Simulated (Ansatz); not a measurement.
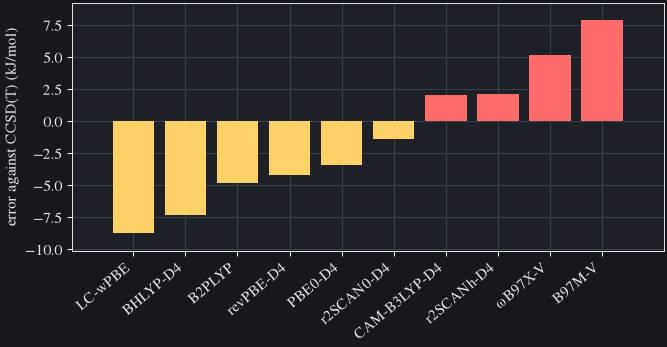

Error in the electronic atomisation energy (method less reference, so positive means overbinding) of HS, doublet: functionals in def2-TZVPP against frozen-core CCSD(T) at the limit (scheme: direct), which gives 366.4 kJ/mol, at a PBE0-D4/def2-TZVP geometry (a minimum by its frequencies), no zero-point or spin-orbit term, the Ansatz code 0.2.0. The reference leaves out core correlation, a term that grows with the number of heavy atoms. B2PLYP holds a correlation term that converges slowly with the basis, so part of the distance to the limit is basis error. No dispersion term is added to LC-wPBE and B2PLYP.

Question: Which of these levels overbind, and which underbind?

Answer: Overbind: ωB97X-V and B97M-V. Underbind: LC-wPBE and BHLYP-D4. Within 5 kJ/mol of zero, too close to call in view of what the reference leaves out: B2PLYP, revPBE-D4, PBE0-D4, r2SCAN0-D4, CAM-B3LYP-D4 and r2SCANh-D4.

Question: Give the values.

Answer:
| level | kJ/mol |
| --- | --- |
| LC-wPBE | −8.8 |
| BHLYP-D4 | −7.3 |
| B2PLYP | −4.8 |
| revPBE-D4 | −4.2 |
| PBE0-D4 | −3.4 |
| r2SCAN0-D4 | −1.4 |
| CAM-B3LYP-D4 | 2.0 |
| r2SCANh-D4 | 2.1 |
| ωB97X-V | 5.1 |
| B97M-V | 7.9 |
